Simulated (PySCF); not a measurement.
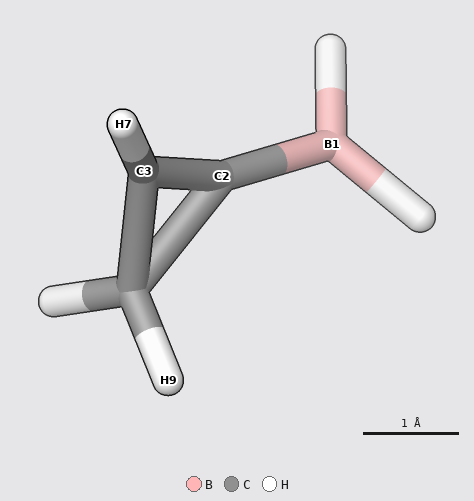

Fig. 1: The structure as given in the input (stick view, seen at a tilt; atoms are numbered from 1 in the order of the input).

**Spin–spin coupling calculation of C3H5B**

System: C3H5B, SMILES BC1=CC1.
Method: B3LYP/def2-TZVP indirect spin-spin coupling, non-relativistic, gas phase (PySCF 2.14.0).

The geometry comes from this level: PBE0-D3(BJ)/def2-SVP. Figures and captions count atoms from 1; the log counts them from 0 in places.

Output:
```
coarse grid: 7448 points
cycle   1  E = -142.1003219348  dE =  3.833e-01  |g| = 3.049e-01  |ddm| = 2.241e+00
cycle   2  E = -142.0886524992  dE =  1.167e-02  |g| = 3.754e-01  |ddm| = 6.338e-01
cycle   3  E = -142.1257830372  dE = -3.713e-02  |g| = 6.574e-02  |ddm| = 3.980e-01
cycle   4  E = -142.1264361661  dE = -6.531e-04  |g| = 3.986e-02  |ddm| = 6.044e-02
cycle   5  E = -142.1267955897  dE = -3.594e-04  |g| = 1.127e-02  |ddm| = 3.238e-02
cycle   6  E = -142.1268348667  dE = -3.928e-05  |g| = 2.186e-03  |ddm| = 1.040e-02
cycle   7  E = -142.1268361098  dE = -1.243e-06  |g| = 7.846e-04  |ddm| = 2.240e-03
final grid: 71696 points
cycle   8  E = -142.1225224468  dE = -2.417e-05  |g| = 4.184e-03  |ddm| = 4.037e-02
cycle   9  E = -142.1225191789  dE =  3.268e-06  |g| = 5.375e-03  |ddm| = 8.190e-03
cycle  10  E = -142.1225269463  dE = -7.767e-06  |g| = 5.463e-04  |ddm| = 4.254e-03
cycle  11  E = -142.1225269870  dE = -4.068e-08  |g| = 4.119e-04  |ddm| = 7.102e-04
cycle  12  E = -142.1225270313  dE = -4.429e-08  |g| = 6.501e-05  |ddm| = 3.151e-04
cycle  13  E = -142.1225270323  dE = -9.815e-10  |g| = 1.835e-05  |ddm| = 6.094e-05
```

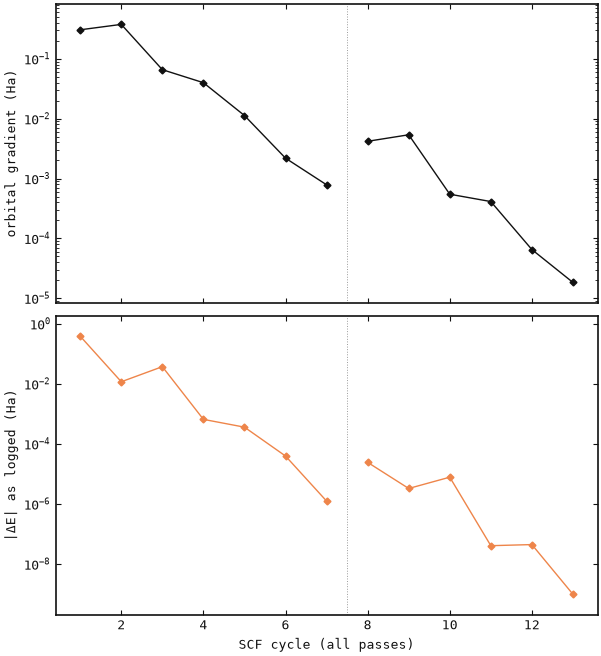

Fig. 2: Convergence of the self-consistent field: orbital gradient and size of the energy change against the SCF cycle. The dotted line marks the change from a coarse to the final integration grid. The first 7 cycles use a coarse grid, the final grid takes over at cycle 8, and the field converges after 13 cycles in all.

```
converged SCF energy = -142.1225270323

Indirect spin-spin couplings (Hz)
  i      j    bonds     total        FC       PSO       DSO        SD
  0 B    1 C    1     95.427    97.496    -2.602     0.179     0.354
  0 B    2 C    2      1.640     1.770     0.082    -0.162    -0.050
  0 B    3 C    2     -0.251     0.354    -0.542    -0.088     0.026
  0 B    4 H    1    138.259   138.799    -1.311     0.334     0.437
  0 B    5 H    1    138.073   138.621    -1.303     0.348     0.407
  0 B    6 H    3      0.936     0.999     0.410    -0.519     0.047
  0 B    7 H    3     -0.570    -0.527     0.193    -0.335     0.099
  0 B    8 H    3     -0.848    -0.550     0.069    -0.332    -0.035
  1 C    2 C    1     61.049    62.833    -6.008     0.133     4.091
  1 C    3 C    1     -6.487    -6.415    -0.173     0.132    -0.032
  1 C    4 H    2      5.765     6.240    -0.370    -0.110     0.005
  1 C    5 H    2      2.116     2.625    -0.383    -0.088    -0.039
  1 C    6 H    2      6.719     7.186     0.085    -0.835     0.284
  1 C    7 H    2      0.867     1.062     0.287    -0.323    -0.159
  1 C    8 H    2     -0.465    -0.333     0.428    -0.386    -0.174
  2 C    3 C    1     15.767    18.674    -2.443     0.131    -0.596
  2 C    4 H    3      3.170     3.149     0.265    -0.306     0.063
  2 C    5 H    3      8.015     7.662     0.429    -0.370     0.295
  2 C    6 H    1    234.150   233.863    -0.812     0.706     0.393
  2 C    7 H    2      0.522     0.902     0.018    -0.465     0.067
  2 C    8 H    2     -3.052    -2.651     0.221    -0.459    -0.163
  3 C    4 H    3      1.361     1.548     0.087    -0.298     0.025
  3 C    5 H    3      0.259     0.368     0.003    -0.134     0.022
  3 C    6 H    2      3.570     3.501     0.446    -0.708     0.330
  3 C    7 H    1    180.421   178.885     0.782     0.677     0.078
  3 C    8 H    1    163.876   162.337     0.820     0.672     0.047
  4 H    5 H    2     -2.645    -2.300     1.422    -2.033     0.266
  4 H    6 H    4     -2.181    -1.955     0.827    -1.044    -0.010
  4 H    8 H    4      0.467     0.799     0.958    -1.305     0.014
  5 H    6 H    4     -2.513    -2.250     1.015    -1.276    -0.001
  5 H    7 H    4      0.472     0.693     0.754    -0.955    -0.020
  5 H    8 H    4      1.162     1.224     0.121    -0.182    -0.002
  6 H    7 H    3     -0.646     0.026     1.802    -2.374    -0.100
  6 H    8 H    3     -0.593    -0.125     1.519    -1.932    -0.054
  7 H    8 H    2      7.811     7.808     2.731    -3.016     0.288
```

This output came from the following input.

Input file:
```
{"job": {"kind": "j", "xc": "B3LYP", "basis": "def2-TZVP"}, "charge": 0, "multiplicity": 1}
B      1.620299     0.334862    -0.250784
C      0.125452     0.297196    -0.054084
C     -1.086421     0.676856     0.263239
C     -0.997180    -0.769353     0.034175
H      2.126931     0.992867    -1.129078
H      2.317120    -0.348581     0.463023
H     -1.687931     1.475314     0.693519
H     -1.325096    -1.201649    -0.921886
H     -1.034874    -1.477123     0.878346
```

The first line tells a small driver script what to run in PySCF; the rest is the geometry in Å.

Launch command:
```bash
OMP_NUM_THREADS=1 python <driver script> task.json out
```

Summary:

- outcome: converged
- total energy: −142.122527 hartree
- HOMO: −7.07 eV
- LUMO: −2.10 eV
- dipole moment: 0.85 D
- hardware: 1 CPU thread, shared host
- wall time: 14 s
- peak memory: 0.62 GiB
